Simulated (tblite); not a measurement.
**C$_{5}$H$_{9}$ClOSi$_{2}$: frequency calculation**

C$_{5}$H$_{9}$ClOSi$_{2}$, computed with GFN2-xTB harmonic vibrations, gas phase (tblite 0.8.0).

It belongs to a series of runs on one base structure; here: H on Si replaced by Cl.

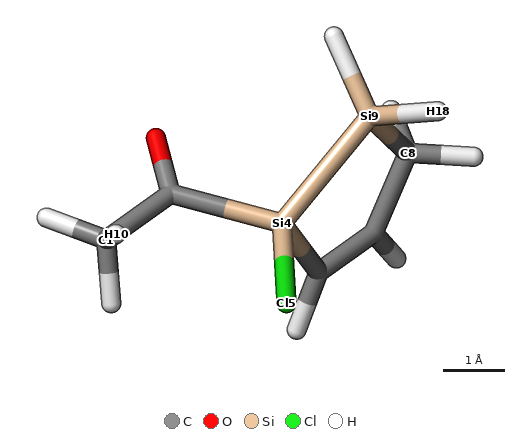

The structure (stick view, seen at a tilt; atoms are numbered from 1 in the order of the input). Bond lengths as drawn: Cl–Si 2.05 Å, C–C 1.33 to 1.50 Å, C–H 1.08 to 1.09 Å, C–O 1.21 Å, C–Si 1.89 to 1.93 Å, H–Si 1.46 to 1.47 Å and Si–Si 2.31 Å.

The input:
```
{"job": {"kind": "ir", "xc": "GFN2-xTB", "basis": "xTB"}, "charge": 0, "multiplicity": 1}
C      3.184609    -0.223006     0.344393
C      1.739442    -0.227687     0.752182
O      1.359182    -0.679290     1.809055
Si     0.419492     0.517738    -0.448203
Cl     1.418346     1.496623    -1.944884
C     -0.589992    -0.915915    -1.152373
C     -1.866036    -1.009770    -0.790518
C     -2.552868    -0.060763     0.140268
Si    -1.414312     1.401042     0.646755
H      3.501769     0.806426     0.188978
H      3.290166    -0.744136    -0.605084
H      3.808311    -0.693893     1.100932
H     -0.171659    -1.652205    -1.825229
H     -2.485793    -1.817747    -1.165658
H     -3.480332     0.276637    -0.328260
H     -2.862303    -0.623143     1.024412
H     -1.329326     1.497575     2.103895
H     -1.977456     2.657830     0.137681
```

The first line tells a small driver script what to run in tblite; the rest is the geometry in Å.

Launch command:
```bash
OMP_NUM_THREADS=1 python <driver script> task.json out
```

Log:
```
mode    cm-1     km/mol
  1      24.6      5.09
  2      37.1      1.24
  3      65.4      0.62
  4      92.7      2.54
  5     114.6      8.35
  6     126.3      6.22
  7     129.5      3.75
  8     234.2      3.20
  9     288.9      9.86
 10     319.5      3.56
 11     353.4     22.49
 12     380.7     27.63
 13     439.5      2.45
 14     463.7     33.82
 15     512.0      3.22
 16     526.2     68.41
 17     580.5    236.25
 18     621.7     81.81
 19     639.4     29.90
 20     665.3    111.97
 21     706.5     24.39
 22     771.3    136.78
 23     784.4     87.39
 24     791.8     87.19
 25     921.3      0.89
 26     945.5      1.03
 27     964.4      3.77
 28     993.5     18.31
 29    1108.4      5.07
 30    1126.9    109.45
 31    1146.0     14.96
 32    1256.7     15.13
 33    1311.1      1.56
 34    1358.5     26.60
 35    1446.8     13.09
 36    1448.1     14.11
 37    1448.7     20.38
 38    1644.5     72.89
 39    1717.3    204.52
 40    2210.6    281.49
 41    2258.4    258.12
 42    2947.8     20.22
 43    2973.1     13.26
 44    3010.2     59.73
 45    3018.2      6.77
 46    3026.2      4.81
 47    3037.2     31.69
 48    3049.2     28.40
```

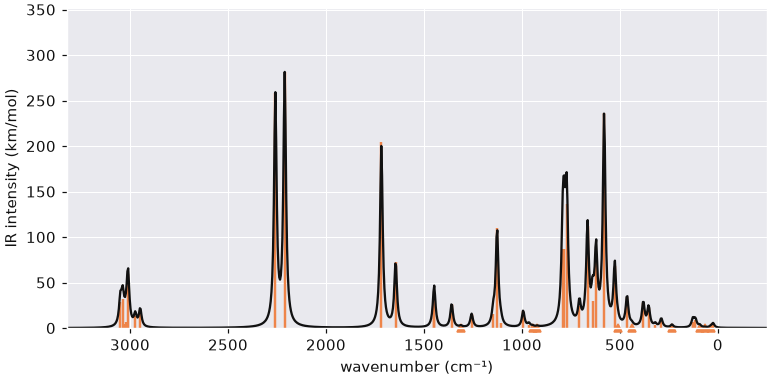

Harmonic infrared spectrum, unscaled: sticks (degenerate modes added up, dark ones marked on the axis) with a Lorentzian envelope of 16 cm⁻¹ full width, scaled to the tallest stick. 48 modes from 25 to 3049 cm⁻¹, none imaginary. The strongest line is at 2211 cm⁻¹ (281 km/mol).

Results in brief:

```json
{"quantity": "outcome", "value": "converged"}
{"quantity": "total energy", "value": "−743.9559 eV"}
{"quantity": "zero-point energy", "value": "77.2510 kcal/mol"}
{"quantity": "hardware", "value": "1 CPU thread, shared host"}
{"quantity": "wall time", "value": "1.8 s"}
{"quantity": "peak memory", "value": "0.18 GiB"}
```
